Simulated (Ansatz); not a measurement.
# C₂H₅B₂Cl: basis-set convergence

How large a basis does C₂H₅B₂Cl need? Two functionals are run in growing sets.

Computed with Ansatz 0.2.0, Gaussian basis. Level: one geometry, several basis sets.

Plan: PBE0-D4/def2-SVP; ωB97M-V/def2-SVP; PBE0-D4/def2-QZVPP; ωB97M-V/def2-QZVPP; the functionals' def2-TZVPP values are taken from earlier runs.

**1. The geometry**

An earlier PBE0-D4 in a triple-zeta def2 set relaxation fixed the geometry.

10 atoms, charge 0, spin multiplicity 1.

Atoms are counted from 1 here; the program's logs count them from 0.

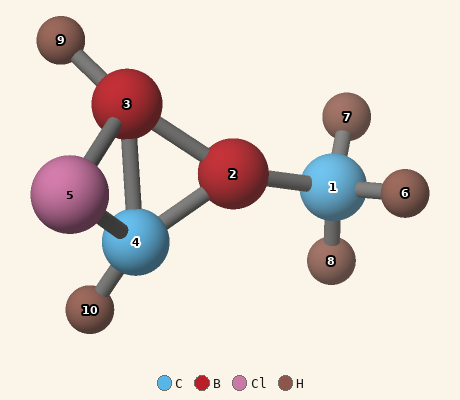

The structure; carbon blue, boron red, chlorine pink, hydrogen brown; atoms are numbered from 1 in the order of the file.

**2. PBE0-D4 in def2-SVP**

in.yaml

```yaml
crystal:
  periodic: [false, false, false]
  atoms:
    - {symbol: C, position_ang: [-0.866482, -1.147936, -0.798413]}
    - {symbol: B, position_ang: [-0.316287, 0.093288, -0.042575]}
    - {symbol: B, position_ang: [0.181543, 0.679668, 1.361189]}
    - {symbol: C, position_ang: [0.948885, 0.873496, -0.147553]}
    - {symbol: Cl, position_ang: [0.742118, 2.453141, 0.735117]}
    - {symbol: H, position_ang: [-1.768619, -0.828940, -1.336525]}
    - {symbol: H, position_ang: [-1.180650, -1.947895, -0.125034]}
    - {symbol: H, position_ang: [-0.180220, -1.550841, -1.547251]}
    - {symbol: H, position_ang: [0.572588, 0.489351, 2.465326]}
    - {symbol: H, position_ang: [1.950225, 0.835469, -0.561381]}
basis:
  gaussian: {orbitals: def2-SVP}
hamiltonian: {xc: pbe0, dispersion: d4}
output: {orbitals: {seedname: orbitals}}
```

Run with:

```sh
$ ansatz run in.yaml --threads 2 --pin off --events-out ev --progress --plain --max-ram 4352MiB
```

The runs that follow: ωB97M-V in def2-SVP; PBE0-D4 in def2-QZVPP; ωB97M-V in def2-QZVPP.

Q: Predict the results of all the runs planned. Wanted: PBE0-D4: double and triple zeta above quadruple; ωB97M-V: double and triple zeta above quadruple.

**Answer**, as computed:

| quantity | value |
| --- | --- |
| PBE0-D4: double and triple zeta above quadruple | 8.75, 0.58 eV |
| ωB97M-V: double and triple zeta above quadruple | 8.86, 0.54 eV |

**Reading.** For PBE0-D4 the step from double to triple zeta gains 8.17 eV and the next only 0.58 eV. These are total energies; as a rule much of such shifts cancels in differences, which this series doesn't test.
